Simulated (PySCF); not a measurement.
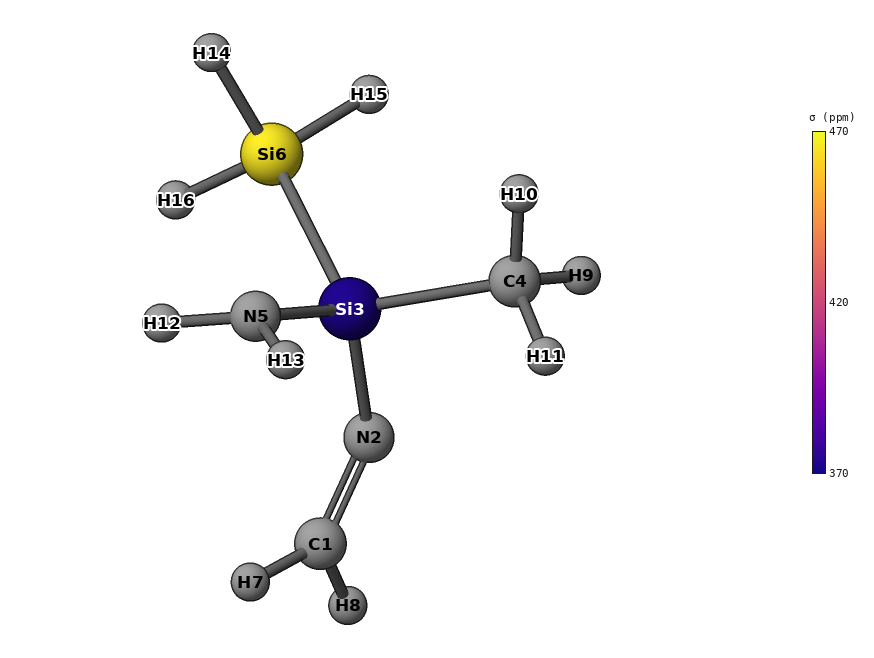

Atoms are coloured by their isotropic NMR shieldings (Si only, the others grey). Computed geometry: GFN2-xTB optimisation. No frequency run is at hand to confirm it as a minimum. Properties computed with GIAO PBE0/pcSseg-1 NMR shielding, non-relativistic, gas phase (PySCF 2.14.0).

Give the isotropic NMR shieldings of the Si atoms atom by atom.

```tsv
atom	σ (ppm)
Si3	373.1
Si6	465.6
```

The geometry is semi-empirical. Around Si such bond lengths and angles can be off by a tenth of an ångström or more and by several degrees, and values that hang on the shape move with them.
